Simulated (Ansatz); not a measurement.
## Single-point calculation, with input and output: CH3FOSSi

CH3FOSSi, SMILES OC1S[SiH]1F, computed with RKS PBE0-D4/def2-TZVPP (Ansatz 0.2.0).

The geometry comes from this level: PBE0-D4/def2-TZVP.

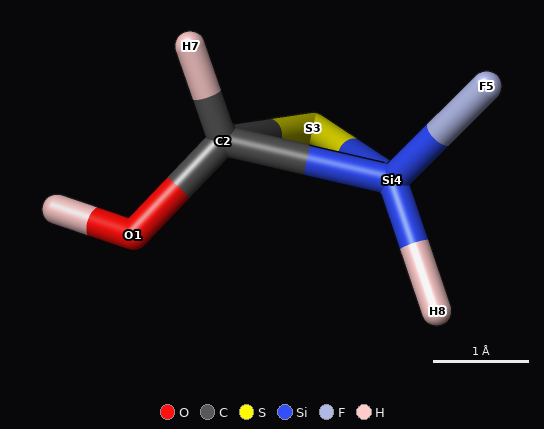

*The input geometry (stick view, seen at a tilt; atoms are numbered from 1 in the order of the input).*

### Summary

```json
{"quantity": "outcome", "value": "converged"}
{"quantity": "total energy", "value": "−24554.5178 eV"}
{"quantity": "mean-field energy", "value": "−24554.3529 eV"}
{"quantity": "dispersion energy", "value": "−0.1649 eV"}
{"quantity": "SCF solution under orbital rotations", "value": "stable"}
{"quantity": "HOMO", "value": "−7.55 eV"}
{"quantity": "LUMO", "value": "−0.18 eV"}
{"quantity": "hardware", "value": "2 threads of AMD EPYC, 23 GiB of memory available, shared host"}
{"quantity": "wall time", "value": "3.1 s (CPU time 5.9 s)"}
{"quantity": "peak memory", "value": "0.53 GiB"}
```

### Input
```yaml
crystal:
  periodic: [false, false, false]
  atoms:
    - {symbol: O, position_ang: [1.362918, -0.273173, -1.002254]}
    - {symbol: C, position_ang: [0.353080, 0.410723, -0.372659]}
    - {symbol: S, position_ang: [0.480317, 0.570262, 1.554006]}
    - {symbol: Si, position_ang: [-0.951464, -0.502752, 0.536630]}
    - {symbol: F, position_ang: [-2.452995, 0.017018, 0.496604]}
    - {symbol: H, position_ang: [2.140622, 0.290532, -1.070298]}
    - {symbol: H, position_ang: [0.145622, 1.402711, -0.771948]}
    - {symbol: H, position_ang: [-0.985899, -1.972423, 0.574021]}
basis:
  gaussian: {orbitals: def2-TZVPP}
hamiltonian: {xc: pbe0, dispersion: d4}
output: {orbitals: {seedname: orbitals}}
```

Launch command:
```bash
ansatz run in.yaml --threads 2 --pin off --events-out ev --progress --plain --max-ram 4352MiB
```

### The program's output
```
Functional definition: PBE0
  name "PBE0"
  cite "Adamo & Barone, J. Chem. Phys. 110, 6158 (1999) doi:10.1063/1.478522"
  cite "Perdew, Burke & Ernzerhof, Phys. Rev. Lett. 77, 3865 (1996) doi:10.1103/PhysRevLett.77.3865"
  parent pbe
  parameter a = 0.25
  parameter kappa = 0.804
  parameter beta = 0.06672455060314922
  exchange = (1 - a)*pbe_x(kappa = kappa, mu = beta*pi^2/3) + a*exact_x
  correlation = pbe_c(beta = beta)
1270 factors; their error is unknown
mean field evaluation 1: about -24548.6812 eV, gradient 5.6e1 eV
mean field evaluation 2: about -24540.5767 eV, gradient 8.6e1 eV
mean field evaluation 4: about -24554.2825 eV, gradient 3.8e0 eV
mean field evaluation 8: about -24554.3145 eV, gradient 7.5e-2 eV
mean field evaluation 16: about -24554.3529 eV, gradient 5.7e-5 eV
mean field -24554.35291317 eV, -902.3558260207 hartree, gradient 5.7e-5 eV, S^2 0.000000; 0 other end points of the search recorded, 0 dependent functions left out
reference -24554.35294055 eV, -902.3558270271 hartree; 28, 28 occupied and 191, 191 virtual orbitals, 1270 factors
Total energy: -24554.51781071 eV, -902.3618858938 hartree
```

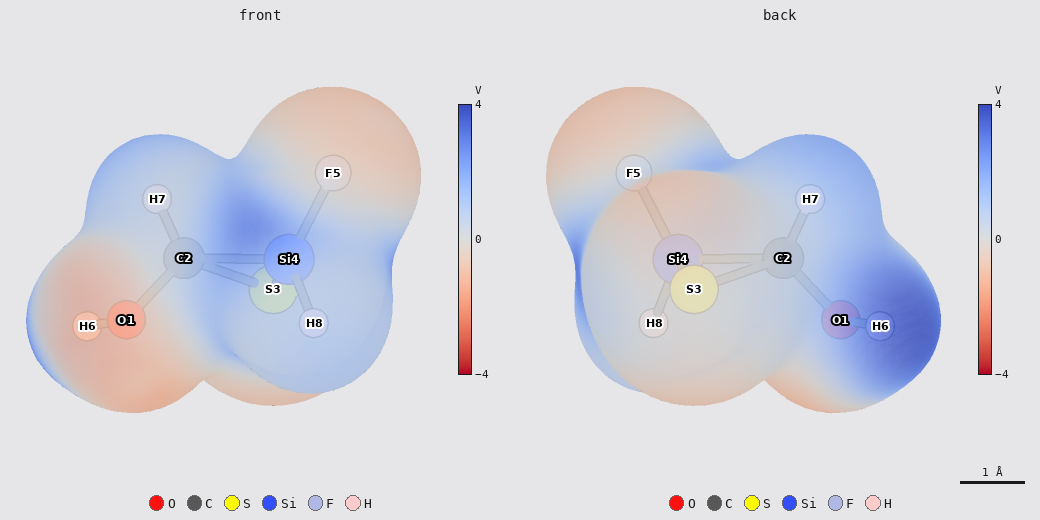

*The electrostatic potential painted on the density surface at 0.004 e/bohr³, seen at a tilt and from behind; the colour scale runs from red (negative) to blue (positive).*

A positive charge is drawn to the negative regions and a negative charge to the positive ones.

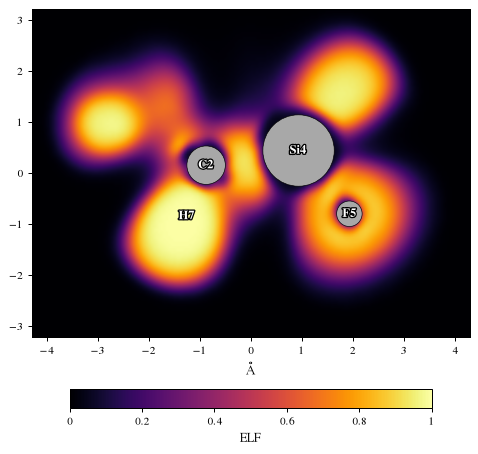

*Electron localisation function on the plane of atoms C2, Si4 and F5. Grey discs, where drawn, cover atomic cores.*

The section cuts through C, Si, F and H sites. Si–F (1.59 Å): the ELF peaks at about 0.85 between the atoms. C–Si (1.83 Å): the ELF peaks at about 0.95 between the atoms, as expected for localised, shared-pair bonding.

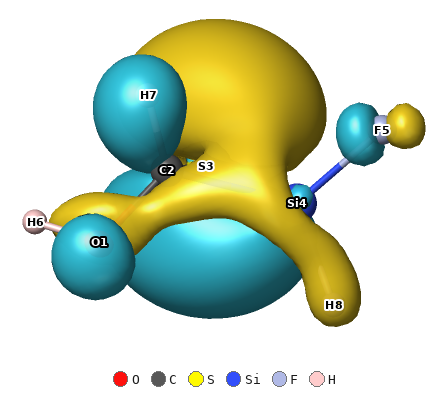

*One frontier orbital at ±0.08 Å⁻³ᐟ² (yellow and cyan are the two phases), seen face on.*

The HOMO, at −7.55 eV.

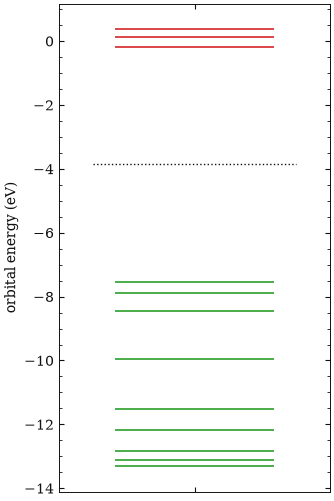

*Orbital energies near the frontier; the dotted line parts filled from empty levels, and levels within 0.02 eV of each other stand side by side.*

Highest filled −7.55 eV, lowest empty −0.18 eV, 7.37 eV apart.
